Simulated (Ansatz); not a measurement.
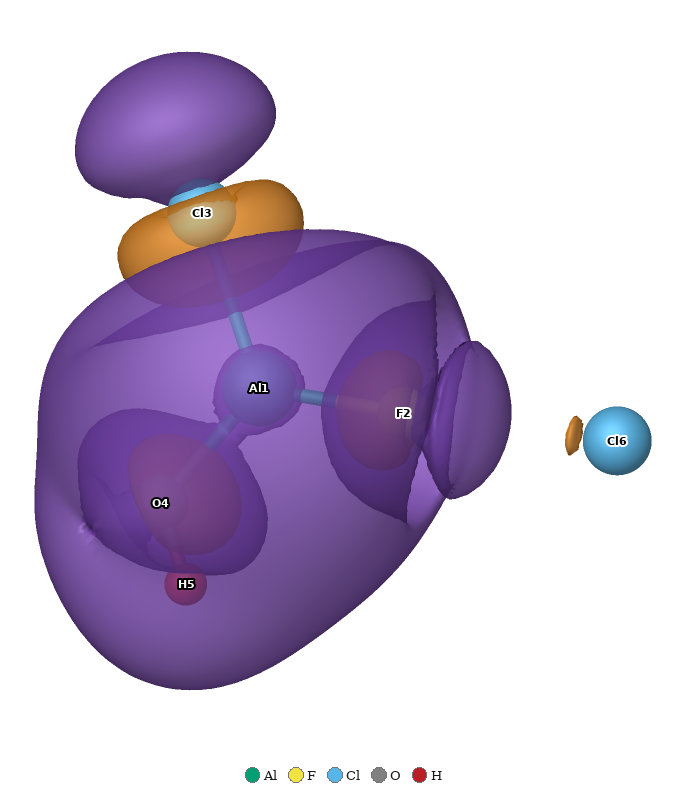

Figure 1: AlClFHO···Cl (doublet). The LUMO (α) at ±0.05 Å⁻³ᐟ² (orange and purple are the two phases), seen at a tilt.

These are results of Ansatz 0.2.0, UKS PBE0-D4/cc-pVDZ, not measurements.

Input file:

```
crystal:
  periodic: [false, false, false]
  atoms:
    - { symbol: Al, position_ang: [0.0, 0.0, 0.0] }
    - { symbol: F, position_ang: [0.0, 0.0, 1.94] }
    - { symbol: Cl, position_ang: [1.9312, 0.0, -1.115] }
    - { symbol: O, position_ang: [-1.5415, 0.0, -0.89] }
    - { symbol: H, position_ang: [-2.0512, -0.8467, -0.6815] }
    - { symbol: Cl, position_ang: [0.0, 0.0, 3.74] }
magnetization:
  spin_polarized: true
  initial_magnetization: 1
basis:
  gaussian: { orbitals: cc-pVDZ }
hamiltonian:
  xc: pbe0
  dispersion: d4
relax:
  f_tol: 0.15
  max_steps: 25
  restrain:
    - { distance: [1, 5], at: 2.7, k: 30.0 }
    - { distance: [0, 1], at: 1.69, k: 30.0 }
output:
  orbitals: {}
```

Launched as:

```sh
ansatz run input.yaml --threads 4 --pin off --max-ram 5120MiB --backend cpu --events-out ev --progress --plain --runs-dir out
```

The fields are those of the run's last geometry, not of the input's.

Describe this orbital and give its energy.

Answer. By Hirshfeld shares it lies mainly on Al1 (about 60 %), Cl3 (about 15 %), O4 (about 10 %) and F2 (about 10 %). Its energy is −1.28 eV.
